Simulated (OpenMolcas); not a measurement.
**Energy and gradient calculation, with input and output: SiH$_{2}$F (part 1 of 3)**

The run: energy and gradient calculation of SiH$_{2}$F, multiplicity 2, SMILES F[SiH2]. Method and program: M06-2X/def2-SVPD, UKS (OpenMolcas 26.06).

The geometry comes from this level: GFN2-xTB.

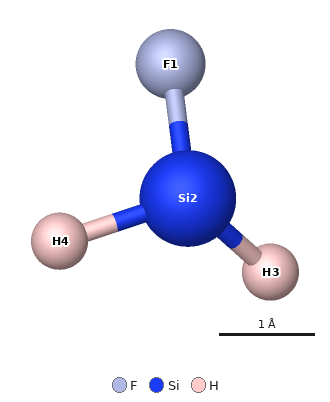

**Figure 1.** The input geometry (ball-and-stick view, seen at a tilt; atoms are numbered from 1 in the order of the input). Bond lengths as drawn: F–Si 1.62 Å and H–Si 1.45 Å.

## Input
```
>>> EXPORT MOLCAS_PRINT=2
&GATEWAY
BasLib=$CurrDir
BasisSet
F.def2-SVPD....
F1 1.205590 0.647540 -0.425510 angstrom
End of Basis
BasisSet
Si.def2-SVPD....
Si2 -0.122150 -0.264920 -0.246870 angstrom
End of Basis
BasisSet
H.def2-SVPD....
H3 -1.219930 0.678520 -0.261640 angstrom
H4 0.136490 -1.061140 0.934020 angstrom
End of Basis
&SEWARD
GridInput
Grid=UltraFine
End of Grid
&SCF
UHF
Spin=2
KSDFT=M062X
Thresholds=1e-10 1e-07 1e-07 1e-05
PrOrbitals=1 2
&ALASKA
```

Run as:
```bash
export MOLCAS_MEM=1860
pymolcas calc.input > calc.log
```

## What the program printed
```
--- Start Module: gateway ---

                                              &GATEWAY

                       available to each process: 1.9 GB of memory, 1 thread

 Basis Set     1 Label: F.DEF2-SVPD....
 Basis set is read from library:.
 basistype.tbl is not found

 Basis Set     2 Label: SI.DEF2-SVPD....
 Basis set is read from library:.
 basistype.tbl is not found

 Basis Set     3 Label: H.DEF2-SVPD....
 Basis set is read from library:.
 basistype.tbl is not found

++    Symmetry information:
      ---------------------

                    Character Table for C1

                             E
                    a        1  x, y, xy, Rz, z, xz, Ry, yz, Rx, I
--

++    Basis set information:
      ----------------------

      Basis set label: F.DEF2-SVPD.........

      Electronic valence basis set:
      ------------------
      Associated Effective Charge   9.000000 au
      Associated Actual Charge      9.000000 au
      Nuclear Model: Point charge

      Shell  nPrim  nBasis  Cartesian Spherical Contaminant
         s       8       4        X
         p       5       3        X
         d       2       2                 X

      Basis set label: SI.DEF2-SVPD.........

      Electronic valence basis set:
      ------------------
      Associated Effective Charge  14.000000 au
      Associated Actual Charge     14.000000 au
      Nuclear Model: Point charge

      Shell  nPrim  nBasis  Cartesian Spherical Contaminant
         s      11       5        X
         p       7       3        X
         d       2       2                 X

      Basis set label: H.DEF2-SVPD.........

      Electronic valence basis set:
      ------------------
      Associated Effective Charge   1.000000 au
      Associated Actual Charge      1.000000 au
      Nuclear Model: Point charge

      Shell  nPrim  nBasis  Cartesian Spherical Contaminant
         s       4       2        X
         p       2       2        X
--

++    Molecular structure info:
      -------------------------

                    ************************************************
                    **** Cartesian Coordinates / bohr, angstrom ****
                    ************************************************

     Center  Label                x              y              z                     x              y              z
        1      F1               2.278235       1.223673      -0.804097              1.205590       0.647540      -0.425510
        2      SI2             -0.230830      -0.500626      -0.466517             -0.122150      -0.264920      -0.246870
        3      H3              -2.305334       1.282217      -0.494428             -1.219930       0.678520      -0.261640
        4      H4               0.257929      -2.005264       1.765042              0.136490      -1.061140       0.934020

                    ***************************************
                    *    InterNuclear Distances / bohr    *
                    ***************************************

               1 F1            2 SI2           3 H3            4 H4
    1 F1       0.000000
    2 SI2      3.063099        0.000000
    3 H3       4.594390        2.735484        0.000000
    4 H4       4.594361        2.735448        4.741629        0.000000

                    *******************************************
                    *    InterNuclear Distances / angstrom    *
                    *******************************************

               1 F1            2 SI2           3 H3            4 H4
    1 F1       0.000000
    2 SI2      1.620922        0.000000
    3 H3       2.431247        1.447556        0.000000
    4 H4       2.431231        1.447537        2.509162        0.000000

                    **************************************
                    *    Valence Bond Angles / degree    *
                    **************************************
                          Atom centers                 Phi
                      3 H3       2 SI2      4 H4       120.15
--

            Nuclear Potential Energy             55.49945726 au

--- Stop Module: gateway /rc=_RC_ALL_IS_WELL_ ---

--- Start Module: seward ---

                                              &SEWARD

                       available to each process: 1.9 GB of memory, 1 thread

               SEWARD will generate:
                  Multipole Moment integrals up to order  2
                  Kinetic Energy integrals
                  Nuclear Attraction integrals (point charge)
                  One-Electron Hamiltonian integrals
                  Velocity integrals
                  Orbital angular momentum around (  0.7095   0.1738  -0.5521 )
                  Velocity quadrupole around (  0.7095   0.1738  -0.5521 )
                  Two-Electron Repulsion integrals

                   Integrals are discarded if absolute value <: 1.00E-14
                   Integral cutoff threshold is set to       <: 1.00E-16

            Nuclear Potential Energy             55.49945726 au

      Basis set specifications :
      Symmetry species         a
      Basis functions           63

--- Stop Module: seward /rc=_RC_ALL_IS_WELL_ ---

--- Start Module: scf ---

                                                &SCF

                       available to each process: 1.9 GB of memory, 1 thread

++    Input section:
      --------------

      Header of the integral files:

      Cartesian coordinates in angstrom:
      -----------------------------------------------------
      No.  Label        X            Y            Z
      -----------------------------------------------------
       1   F1         1.20559000   0.64754000  -0.42551000
       2   SI2       -0.12215000  -0.26492000  -0.24687000
       3   H3        -1.21993000   0.67852000  -0.26164000
       4   H4         0.13649000  -1.06114000   0.93402000
      -----------------------------------------------------
      Nuclear repulsion energy =   55.49945726
--

++    Orbital specifications:
      -----------------------

      Symmetry species               1
                                     a
      Frozen orbitals                0
      Occupied orbitals alpha       13
      Occupied orbitals beta        12
      Secondary orbitals alpha      50
      Secondary orbitals beta       51
      Deleted orbitals               0
      Total number of orbitals      63
      Number of basis functions     63
--

      Molecular charge                           0.000

      Numerical integration parameters
      --------------------------------
      Radial quadrature type:                         MHL
      Size of radial grid:                            99
      Lebedev angular grid:                           41
      Angular grid pruned with the crowding factor:  1.00E+10
                                 and fading factor:  1.00E+01
      Screening threshold for integral computation:   1.00E-11
      Radial quadrature accuracy:                     1.00E-25
      Maximum batch size:                             128
      AO values are stored on disk
      The same grid will be used for all iterations.

      DFT functional specifications
      -----------------------------
      Using Libxc version: 6.2.2
      Please cite the following reference:
      S. Lehtola, C. Steigemann, M. J.T. Oliveira, and M. A.L. Marques.,  SoftwareX 7, 1–5 (2018) doi:10.1016/j.softx.2017.11.002

      * Minnesota M06-2X hybrid exchange functional
        - Y. Zhao and D. G. Truhlar.,  Theor. Chem. Acc. 120, 215 (2008) doi:10.1007/s00214-007-0310-x
      * Minnesota M06-2X correlation functional
        - Y. Zhao and D. G. Truhlar.,  Theor. Chem. Acc. 120, 215 (2008) doi:10.1007/s00214-007-0310-x

++    Optimization specifications:
      ----------------------------

      SCF Algorithm: Conventional USCF
      D(i)-D(i-1) density differences are used
      Number of density matrices in core                 5
      Maximum number of NDDO SCF iterations            400
      Maximum number of HF SCF iterations              400
      Threshold for SCF energy change             1.00E-10
      Threshold for density matrix                1.00E-07
      Threshold for Fock matrix                   1.00E-07
      Threshold for linear dependence             1.00E-09
      Threshold at which DIIS is turned on        1.50E-01
      Maximum depth in the DIIS procedure                5
      Maximum depth in the BFGS Hessian update          30
      Threshold at which QNR/C2DIIS is turned on  7.50E-02
      Threshold for Norm(delta) (QNR/C2DIIS)      1.00E-05
      All orbitals punched on: UHFORB
--

      Input vectors read from INPORB
      Orbital file label: *Guess orbitals

++ Convergence information
                               UHF M062X      iterations: Energy and convergence statistics

Iter     Tot. M062X      One-elec.       Two-elec.     Energy      Max Dij or  Max Fij      DNorm      TNorm      AccCon     Time
         Energy          Energy          Energy        Change      Delta Norm                                                in Sec.
   1  -390.094218857  -666.124131105   220.530454988   0.00E+00    2.16E-01*   1.41E-01*    6.66E+00   1.11E+02   None         2.
   2  -390.164720712  -665.381836870   219.717658899  -7.05E-02*   2.18E-01*   8.07E-02*    2.09E+00   1.11E+02   EDIIS        1.
   3  -390.278212615  -668.325179998   222.547510124  -1.13E-01*   5.65E-02*   6.48E-02*    7.95E-01   1.12E+02   EDIIS        1.
   4  -390.295237452  -665.948823230   220.154128518  -1.70E-02*   2.06E-02*   2.43E-02*    4.20E-01   1.11E+02   c2DIIS       1.
   5  -390.308334782  -666.965297526   221.157505485  -1.31E-02*   1.41E-02*   1.20E-03*    7.85E-02   1.11E+02   QNRc2DIIS    1.
   6  -390.308362234  -666.911473484   221.103653991  -2.75E-05*   9.88E-03*   1.39E-03*    2.71E-02   1.11E+02   QNRc2DIIS    1.
   7  -390.308372258  -666.932560416   221.124730899  -1.00E-05*   2.25E-03*   3.96E-04*    1.59E-02   1.11E+02   QNRc2DIIS    1.
   8  -390.308373372  -666.934811638   221.126981006  -1.11E-06*   6.33E-04*   7.76E-05*    5.35E-03   1.11E+02   QNRc2DIIS    1.
   9  -390.308373438  -666.932808995   221.124978298  -6.53E-08*   2.58E-04*   2.53E-05*    1.38E-03   1.11E+02   QNRc2DIIS    1.
  10  -390.308373445  -666.933345222   221.125514518  -7.38E-09*   5.72E-05*   4.32E-06*    4.65E-04   1.11E+02   QNRc2DIIS    1.
  11  -390.308373445  -666.933389227   221.125558523  -3.33E-10*   9.49E-06    8.03E-07*    1.54E-04   1.11E+02   QNRc2DIIS    1.
  12  -390.308373445  -666.933383212   221.125552508  -1.11E-11    2.21E-06    1.42E-07*    2.94E-05   1.11E+02   QNRc2DIIS    1.
  13  -390.308373445  -666.933383447   221.125552742  -1.65E-12    8.50E-07    4.76E-08     7.40E-06   1.11E+02   QNRc2DIIS    1.

       Convergence after  13 Iterations
--

 *****************************************************************************************************************************
 *                                             SCF/KS-DFT Program, Final results                                             *
 *                                                       Final Results                                                       *
 *****************************************************************************************************************************

::    Total KS-DFT energy                            -390.3083734452
      One-electron energy                            -666.9333834473
      Two-electron energy                             221.1255527424
      Nuclear repulsion energy                         55.4994572596
      Kinetic energy (interpolated)                   388.8842090687
      Virial theorem                                    1.0036621810
      Total spin, S(S+1)                                0.7519401989
      Total spin, S                                     0.5009696294
      Max non-diagonal density matrix element           0.0000003710
      Max non-diagonal Fock matrix element              0.0000000262

      All orbitals with orbital energies smaller than  E(LUMO)+0.5 are printed

++    Molecular orbitals:
      -------------------

      Title: UKS-DFT orbitals (alpha)

      Molecular orbitals for symmetry species 1: a
```
